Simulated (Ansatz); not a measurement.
**Run report: C3H4BF, molecular dynamics (part 1 of 3)**

- system: C3H4BF
- method: RKS PBE/def2-SVP (Ansatz 0.2.0)

The geometry comes from this level: PBE0-D4/def2-TZVP. Figures and captions count atoms from 1; the log counts them from 0 in places.

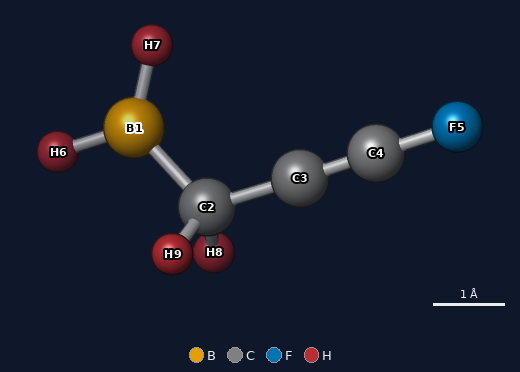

**Figure 1.** The input geometry (ball-and-stick view, seen at a tilt; atoms are numbered from 1 in the order of the input). Bond lengths as drawn: B–C 1.56 Å, B–H 1.19 to 1.20 Å, C–C 1.19 to 1.45 Å, C–F 1.28 Å and C–H 1.10 Å.

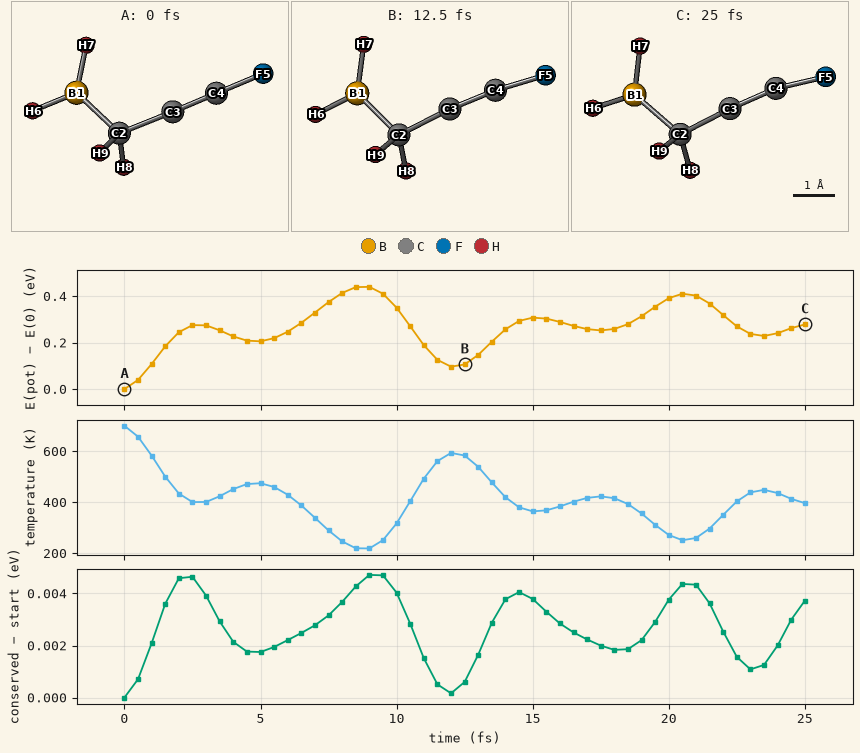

**Figure 2.** Frames of the molecular dynamics (ball-and-stick, seen at a tilt) above the curves, on which the letters mark them. The trajectory kept here has 51 frames over 25 fs. The temperature starts at 700 K, ranges from 219 to 700 K and averages 392 K over the second half. The potential energy ends 0.278 eV above its first value. The conserved quantity stays within 0.0047 eV. After an unweighted best fit of the last frame on the first, the root-mean-square displacement is 0.19 Å, and H6 has moved furthest (0.32 Å).

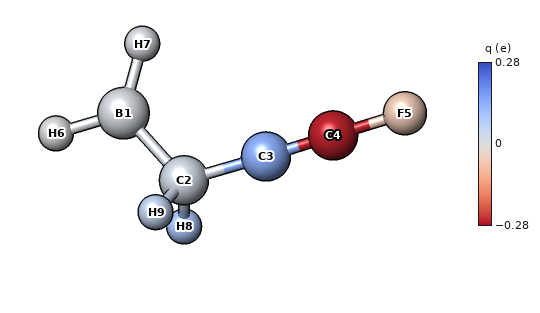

**Figure 3.** Mulliken charges, as the colour of each atom (ball-and-stick view, seen at a tilt; atoms are numbered from 1 in the order of the input). By element: B +0.01, C −0.26 to +0.14, F −0.05 and H 0.00 to +0.09 e.

The input that produced these results follows, with the program's output.

## Input file
```yaml
crystal:
  periodic: [false, false, false]
  atoms:
    - {symbol: B, position_ang: [-1.020845, 0.721240, -0.878110]}
    - {symbol: C, position_ang: [-0.522894, -0.401582, 0.084644]}
    - {symbol: C, position_ang: [0.854231, -0.351794, 0.542408]}
    - {symbol: C, position_ang: [1.990784, -0.290407, 0.905163]}
    - {symbol: F, position_ang: [3.204864, -0.228828, 1.296241]}
    - {symbol: H, position_ang: [-2.156964, 0.671462, -1.251376]}
    - {symbol: H, position_ang: [-0.313619, 1.610535, -1.244669]}
    - {symbol: H, position_ang: [-0.731599, -1.361917, -0.412149]}
    - {symbol: H, position_ang: [-1.215459, -0.415010, 0.940749]}
basis:
  gaussian: {orbitals: def2-SVP}
hamiltonian: {xc: {name: PBE}}
md: {timestep: 0.5 fs, n_steps: 50, ensemble: nve, temperature: 700, initial_velocities: maxwell_boltzmann, seed: 396}
```

Launched with:
```bash
ansatz run in.yaml --threads 2 --pin off --events-out ev --progress --plain --max-ram 4352MiB
```

## Output
```
Functional definition: PBE
  name "PBE"
  cite "Perdew, Burke & Ernzerhof, Phys. Rev. Lett. 77, 3865 (1996) doi:10.1103/PhysRevLett.77.3865"
  parent pbe
  parameter kappa = 0.804
  parameter beta = 0.06672455060314922
  exchange = pbe_x(kappa = kappa, mu = beta*pi^2/3)
  correlation = pbe_c(beta = beta)
1008 factors; their error is unknown
mean field evaluation 1: about -6543.9996 eV, gradient 5.8e1 eV
mean field evaluation 2: about -6523.3245 eV, gradient 1.0e2 eV
mean field evaluation 4: about -6552.8124 eV, gradient 6.1e0 eV
mean field evaluation 8: about -6552.9003 eV, gradient 2.3e-1 eV
mean field evaluation 16: about -6552.8620 eV, gradient 3.4e-5 eV
mean field -6552.86201072 eV, -240.8132372046 hartree, gradient 3.4e-5 eV, S^2 0.000000; 0 other end points of the search recorded, 0 dependent functions left out
the calculation of the forces begins
reference -6552.86204063 eV, -240.8132383036 hartree; 18, 18 occupied and 72, 72 virtual orbitals, 1008 factors
md step     0: t =     0.00 fs  T =   700.0 K  F+E_penalty+E_count = -6552.86201072 eV  E_kin = 0.633374 eV  conserved = -6552.22863673 eV  (26 SCF iters)
these checks for a lower state are left out or cut short: starts, cluster_reference, orbital_swaps, neighbouring_geometries, increment
1008 factors; their error is unknown
mean field -6552.82257039 eV, -240.8117877990 hartree, gradient 2.4e-5 eV, S^2 0.000000; 0 other end points of the search recorded, 0 dependent functions left out
the calculation of the forces begins
reference -6552.82260022 eV, -240.8117888953 hartree; 18, 18 occupied and 72, 72 virtual orbitals, 1008 factors
md step     1: t =     0.50 fs  T =   657.2 K  F+E_penalty+E_count = -6552.82257039 eV  E_kin = 0.594640 eV  conserved = -6552.22793067 eV  (30 SCF iters)
[... from here on the SCF iterations and repeated set-up lines of each step are left out, up to the last step ...]
md step     2: t =     1.00 fs  T =   583.0 K  F+E_penalty+E_count = -6552.75406812 eV  E_kin = 0.527519 eV  conserved = -6552.22654921 eV  (30 SCF iters)
md step     3: t =     1.50 fs  T =   500.4 K  F+E_penalty+E_count = -6552.67782899 eV  E_kin = 0.452796 eV  conserved = -6552.22503285 eV  (30 SCF iters)
md step     4: t =     2.00 fs  T =   434.3 K  F+E_penalty+E_count = -6552.61700490 eV  E_kin = 0.392954 eV  conserved = -6552.22405136 eV  (30 SCF iters)
md step     5: t =     2.50 fs  T =   400.7 K  F+E_penalty+E_count = -6552.58658963 eV  E_kin = 0.362594 eV  conserved = -6552.22399548 eV  (30 SCF iters)
md step     6: t =     3.00 fs  T =   401.1 K  F+E_penalty+E_count = -6552.58759797 eV  E_kin = 0.362879 eV  conserved = -6552.22471936 eV  (30 SCF iters)
md step     7: t =     3.50 fs  T =   423.6 K  F+E_penalty+E_count = -6552.60902696 eV  E_kin = 0.383316 eV  conserved = -6552.22571107 eV  (30 SCF iters)
md step     8: t =     4.00 fs  T =   451.8 K  F+E_penalty+E_count = -6552.63527919 eV  E_kin = 0.408785 eV  conserved = -6552.22649451 eV  (31 SCF iters)
md step     9: t =     4.50 fs  T =   471.4 K  F+E_penalty+E_count = -6552.65338234 eV  E_kin = 0.426512 eV  conserved = -6552.22686999 eV  (30 SCF iters)
md step    10: t =     5.00 fs  T =   474.6 K  F+E_penalty+E_count = -6552.65635212 eV  E_kin = 0.429466 eV  conserved = -6552.22688638 eV  (30 SCF iters)
md step    11: t =     5.50 fs  T =   459.9 K  F+E_penalty+E_count = -6552.64283805 eV  E_kin = 0.416144 eV  conserved = -6552.22669442 eV  (30 SCF iters)
md step    12: t =     6.00 fs  T =   429.5 K  F+E_penalty+E_count = -6552.61506676 eV  E_kin = 0.388638 eV  conserved = -6552.22642891 eV  (30 SCF iters)
md step    13: t =     6.50 fs  T =   387.6 K  F+E_penalty+E_count = -6552.57686314 eV  E_kin = 0.350708 eV  conserved = -6552.22615536 eV  (30 SCF iters)
md step    14: t =     7.00 fs  T =   339.0 K  F+E_penalty+E_count = -6552.53263647 eV  E_kin = 0.306776 eV  conserved = -6552.22586031 eV  (30 SCF iters)
md step    15: t =     7.50 fs  T =   289.6 K  F+E_penalty+E_count = -6552.48749835 eV  E_kin = 0.262019 eV  conserved = -6552.22547891 eV  (30 SCF iters)
md step    16: t =     8.00 fs  T =   246.6 K  F+E_penalty+E_count = -6552.44808545 eV  E_kin = 0.223124 eV  conserved = -6552.22496129 eV  (30 SCF iters)
md step    17: t =     8.50 fs  T =   219.6 K  F+E_penalty+E_count = -6552.42306290 eV  E_kin = 0.198695 eV  conserved = -6552.22436745 eV  (28 SCF iters)
md step    18: t =     9.00 fs  T =   218.9 K  F+E_penalty+E_count = -6552.42194829 eV  E_kin = 0.198025 eV  conserved = -6552.22392349 eV  (30 SCF iters)
md step    19: t =     9.50 fs  T =   251.6 K  F+E_penalty+E_count = -6552.45157763 eV  E_kin = 0.227637 eV  conserved = -6552.22394107 eV  (30 SCF iters)
md step    20: t =    10.00 fs  T =   317.1 K  F+E_penalty+E_count = -6552.51150296 eV  E_kin = 0.286898 eV  conserved = -6552.22460506 eV  (30 SCF iters)
md step    21: t =    10.50 fs  T =   404.1 K  F+E_penalty+E_count = -6552.59141026 eV  E_kin = 0.365614 eV  conserved = -6552.22579613 eV  (30 SCF iters)
md step    22: t =    11.00 fs  T =   492.8 K  F+E_penalty+E_count = -6552.67304087 eV  E_kin = 0.445916 eV  conserved = -6552.22712460 eV  (30 SCF iters)
md step    23: t =    11.50 fs  T =   561.4 K  F+E_penalty+E_count = -6552.73612436 eV  E_kin = 0.507994 eV  conserved = -6552.22813037 eV  (30 SCF iters)
md step    24: t =    12.00 fs  T =   593.4 K  F+E_penalty+E_count = -6552.76541617 eV  E_kin = 0.536943 eV  conserved = -6552.22847283 eV  (30 SCF iters)
md step    25: t =    12.50 fs  T =   583.4 K  F+E_penalty+E_count = -6552.75593443 eV  E_kin = 0.527898 eV  conserved = -6552.22803678 eV  (30 SCF iters)
md step    26: t =    13.00 fs  T =   539.0 K  F+E_penalty+E_count = -6552.71465985 eV  E_kin = 0.487673 eV  conserved = -6552.22698705 eV  (29 SCF iters)
md step    27: t =    13.50 fs  T =   477.6 K  F+E_penalty+E_count = -6552.65786678 eV  E_kin = 0.432111 eV  conserved = -6552.22575595 eV  (30 SCF iters)
md step    28: t =    14.00 fs  T =   419.6 K  F+E_penalty+E_count = -6552.60451284 eV  E_kin = 0.379655 eV  conserved = -6552.22485761 eV  (30 SCF iters)
md step    29: t =    14.50 fs  T =   380.1 K  F+E_penalty+E_count = -6552.56854398 eV  E_kin = 0.343960 eV  conserved = -6552.22458367 eV  (30 SCF iters)
md step    30: t =    15.00 fs  T =   364.3 K  F+E_penalty+E_count = -6552.55448177 eV  E_kin = 0.329635 eV  conserved = -6552.22484655 eV  (30 SCF iters)
md step    31: t =    15.50 fs  T =   368.2 K  F+E_penalty+E_count = -6552.55850157 eV  E_kin = 0.333167 eV  conserved = -6552.22533463 eV  (31 SCF iters)
md step    32: t =    16.00 fs  T =   383.6 K  F+E_penalty+E_count = -6552.57289789 eV  E_kin = 0.347108 eV  conserved = -6552.22578965 eV  (30 SCF iters)
md step    33: t =    16.50 fs  T =   402.2 K  F+E_penalty+E_count = -6552.59003528 eV  E_kin = 0.363902 eV  conserved = -6552.22613294 eV  (30 SCF iters)
md step    34: t =    17.00 fs  T =   417.1 K  F+E_penalty+E_count = -6552.60383198 eV  E_kin = 0.377428 eV  conserved = -6552.22640372 eV  (30 SCF iters)
md step    35: t =    17.50 fs  T =   423.1 K  F+E_penalty+E_count = -6552.60948834 eV  E_kin = 0.382848 eV  conserved = -6552.22663994 eV  (30 SCF iters)
md step    36: t =    18.00 fs  T =   415.9 K  F+E_penalty+E_count = -6552.60312852 eV  E_kin = 0.376324 eV  conserved = -6552.22680402 eV  (27 SCF iters)
md step    37: t =    18.50 fs  T =   393.1 K  F+E_penalty+E_count = -6552.58245937 eV  E_kin = 0.355681 eV  conserved = -6552.22677848 eV  (31 SCF iters)
md step    38: t =    19.00 fs  T =   356.0 K  F+E_penalty+E_count = -6552.54850603 eV  E_kin = 0.322076 eV  conserved = -6552.22642963 eV  (31 SCF iters)
md step    39: t =    19.50 fs  T =   311.3 K  F+E_penalty+E_count = -6552.50743476 eV  E_kin = 0.281706 eV  conserved = -6552.22572878 eV  (31 SCF iters)
md step    40: t =    20.00 fs  T =   271.6 K  F+E_penalty+E_count = -6552.47065487 eV  E_kin = 0.245781 eV  conserved = -6552.22487424 eV  (32 SCF iters)
md step    41: t =    20.50 fs  T =   251.2 K  F+E_penalty+E_count = -6552.45156378 eV  E_kin = 0.227293 eV  conserved = -6552.22427128 eV  (32 SCF iters)
md step    42: t =    21.00 fs  T =   259.8 K  F+E_penalty+E_count = -6552.45940013 eV  E_kin = 0.235101 eV  conserved = -6552.22429934 eV  (32 SCF iters)
md step    43: t =    21.50 fs  T =   296.9 K  F+E_penalty+E_count = -6552.49368618 eV  E_kin = 0.268669 eV  conserved = -6552.22501727 eV  (32 SCF iters)
md step    44: t =    22.00 fs  T =   350.7 K  F+E_penalty+E_count = -6552.54344338 eV  E_kin = 0.317342 eV  conserved = -6552.22610172 eV  (31 SCF iters)
md step    45: t =    22.50 fs  T =   403.4 K  F+E_penalty+E_count = -6552.59204064 eV  E_kin = 0.364968 eV  conserved = -6552.22707292 eV  (32 SCF iters)
md step    46: t =    23.00 fs  T =   438.7 K  F+E_penalty+E_count = -6552.62449319 eV  E_kin = 0.396939 eV  conserved = -6552.22755371 eV  (32 SCF iters)
md step    47: t =    23.50 fs  T =   448.7 K  F+E_penalty+E_count = -6552.63335238 eV  E_kin = 0.405971 eV  conserved = -6552.22738176 eV  (32 SCF iters)
md step    48: t =    24.00 fs  T =   436.1 K  F+E_penalty+E_count = -6552.62126475 eV  E_kin = 0.394631 eV  conserved = -6552.22663381 eV  (31 SCF iters)
md step    49: t =    24.50 fs  T =   413.4 K  F+E_penalty+E_count = -6552.59967988 eV  E_kin = 0.374038 eV  conserved = -6552.22564158 eV  (31 SCF iters)
these checks for a lower state are left out or cut short: starts, cluster_reference, orbital_swaps, neighbouring_geometries, increment
1008 factors; their error is unknown
mean field -6552.58363883 eV, -240.8030072263 hartree, gradient 1.4e-5 eV, S^2 0.000000; 0 other end points of the search recorded, 0 dependent functions left out
the calculation of the forces begins
reference -6552.58366887 eV, -240.8030083303 hartree; 18, 18 occupied and 72, 72 virtual orbitals, 1008 factors
1008 factors; their error is unknown
mean field evaluation 416: about -6552.6234 eV, gradient 5.8e-2 eV
mean field -6552.58363883 eV, -240.8030072263 hartree, gradient 1.4e-5 eV, S^2 0.000000; 1 other end points of the search recorded, 0 dependent functions left out
the calculation of the forces begins
reference -6552.58366887 eV, -240.8030083303 hartree; 18, 18 occupied and 72, 72 virtual orbitals, 1008 factors
md step    50: t =    25.00 fs  T =   396.5 K  F+E_penalty+E_count = -6552.58363883 eV  E_kin = 0.358726 eV  conserved = -6552.22491312 eV  (29 SCF iters)
Total energy: -6552.58366887 eV, -240.8030083303 hartree
Atom 0 at    -1.081752     0.677737    -0.917613 Å, force     0.281911     0.218651     0.216403 eV/Å
Atom 1 at    -0.514780    -0.444143     0.070159 Å, force     1.191992    -0.812681    -3.033762 eV/Å
Atom 2 at     0.820469    -0.232271     0.612818 Å, force     2.427696    -0.180740     0.262429 eV/Å
Atom 3 at     2.028576    -0.170451     0.906685 Å, force    -3.196273    -0.371434    -0.824549 eV/Å
Atom 4 at     3.230903    -0.325805     1.288009 Å, force     1.046337     0.212247     0.377646 eV/Å
Atom 5 at    -2.104392     0.614572    -1.608523 Å, force     0.333048    -0.335860     0.324877 eV/Å
Atom 6 at    -0.479240     1.740614    -0.904121 Å, force    -0.128231    -0.003903    -0.130295 eV/Å
Atom 7 at    -0.614738    -1.512236    -0.418448 Å, force     0.051129     1.439524     0.856674 eV/Å
Atom 8 at    -1.201571    -0.389973     0.857925 Å, force    -2.007609    -0.165802     1.950576 eV/Å
Dipole moment:    -0.178490    -0.135881    -0.012639 e Å
```

## Trajectory as extended XYZ (Å, eV, eV/Å), 48 of the 51 frames kept, from step=0 to step=50
```
9
Properties=species:S:1:pos:R:3:forces:R:3 step=0 time_fs=0.0 energy=-6552.86201 temperature=700.0
B    -1.0208    0.7212   -0.8781    0.0067  -0.2136   0.1511
C    -0.5229   -0.4016    0.0846    0.4191   0.3334  -0.0832
C     0.8542   -0.3518    0.5424   -2.1937  -0.1532  -0.6773
C     1.9908   -0.2904    0.9052    1.8576   0.1105   0.5874
F     3.2049   -0.2288    1.2962    0.6876   0.0319   0.2228
H    -2.1570    0.6715   -1.2514   -0.4785  -0.0036  -0.1691
H    -0.3136    1.6105   -1.2447    0.2978   0.3857  -0.1619
H    -0.7316   -1.3619   -0.4121   -0.1854  -0.4667  -0.2507
H    -1.2155   -0.4150    0.9407   -0.4112  -0.0244   0.3809
9
Properties=species:S:1:pos:R:3:forces:R:3 step=1 time_fs=0.5 energy=-6552.82257 temperature=657.2
B    -1.0195    0.7207   -0.8770    0.1454  -0.3499   0.2216
C    -0.5242   -0.4010    0.0848    0.8450  -0.2054  -0.8681
C     0.8554   -0.3467    0.5432   -2.8434  -0.2372  -0.8370
C     1.9878   -0.2873    0.9038    2.6182   0.1391   0.8297
F     3.2064   -0.2314    1.2964    0.4487   0.0302   0.1420
H    -2.1441    0.6597   -1.2475   -0.7514   0.0127  -0.2697
H    -0.3185    1.6095   -1.2386    0.3747   0.4876  -0.1931
H    -0.7453   -1.3851   -0.4045    0.0179   0.0904  -0.0827
H    -1.2158   -0.4294    0.9122   -0.8550   0.0324   1.0573
9
Properties=species:S:1:pos:R:3:forces:R:3 step=2 time_fs=1.0 energy=-6552.75407 temperature=583.0
B    -1.0181    0.7200   -0.8758    0.2677  -0.4527   0.2693
C    -0.5253   -0.4005    0.0848    1.2506  -0.6667  -1.5647
C     0.8560   -0.3417    0.5438   -3.3579  -0.3136  -0.9499
C     1.9854   -0.2842    0.9026    3.2319   0.1573   1.0245
F     3.2079   -0.2339    1.2967    0.2386   0.0316   0.0704
H    -2.1330    0.6479   -1.2443   -0.9858   0.0266  -0.3590
H    -0.3224    1.6097   -1.2330    0.4276   0.5613  -0.2119
H    -0.7589   -1.4081   -0.3970    0.2096   0.5855   0.0441
H    -1.2182   -0.4437    0.8861   -1.2822   0.0707   1.6773
9
Properties=species:S:1:pos:R:3:forces:R:3 step=3 time_fs=1.5 energy=-6552.67783 temperature=500.4
B    -1.0167    0.7193   -0.8746    0.3551  -0.5160   0.2855
C    -0.5262   -0.4001    0.0845    1.5537  -1.0363  -2.0715
C     0.8559   -0.3367    0.5443   -3.6964  -0.3805  -1.0051
C     1.9836   -0.2811    0.9016    3.6575   0.1640   1.1589
F     3.2095   -0.2364    1.2969    0.0633   0.0360   0.0101
H    -2.1242    0.6362   -1.2419   -1.1588   0.0399  -0.4298
H    -0.3253    1.6112   -1.2279    0.4520   0.6007  -0.2163
H    -0.7721   -1.4297   -0.3895    0.3809   0.9940   0.1259
H    -1.2237   -0.4579    0.8641   -1.6073   0.0980   2.1422
```
